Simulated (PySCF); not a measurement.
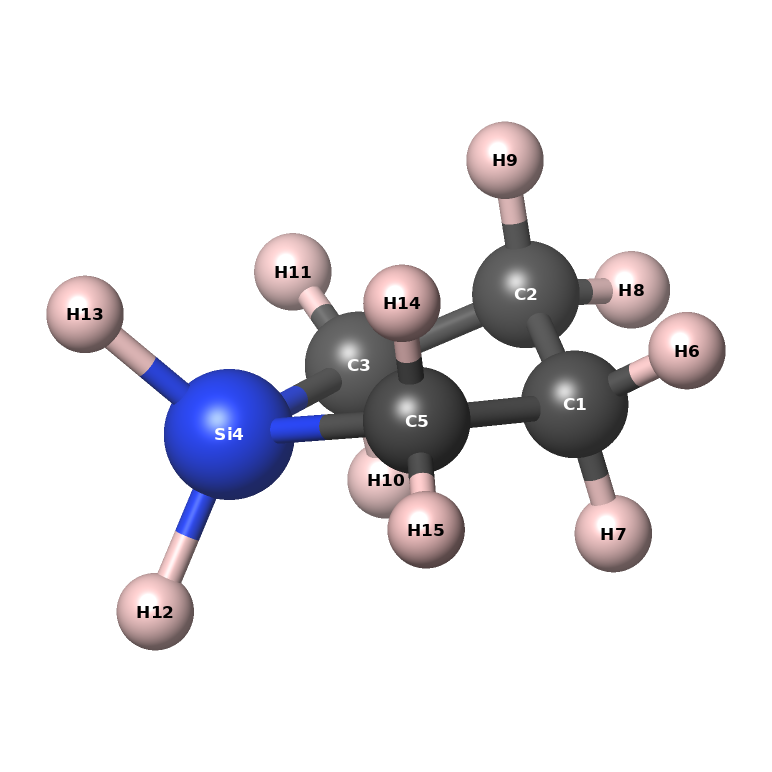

The computed structure is the end point of a PBE0-D3(BJ)/def2-SVP optimisation. No frequency run is at hand to confirm it as a minimum. Method: delta-SCF UKS SCAN, pcX-2 on the ionised atom, pcseg-1 elsewhere, spin-free X2C (PySCF 2.14.0).

Give the core-electron binding energies (to vacuum; p and d levels without spin–orbit splitting) of C1 1s, C3 1s, Si4 1s, Si4 2p.

```json
{"atom": "C1", "level": "1s", "binding energy (eV)": "290.5"}
{"atom": "C3", "level": "1s", "binding energy (eV)": "289.9"}
{"atom": "Si4", "level": "1s", "binding energy (eV)": "1845.9"}
{"atom": "Si4", "level": "2p", "binding energy (eV)": "106.4"}
```
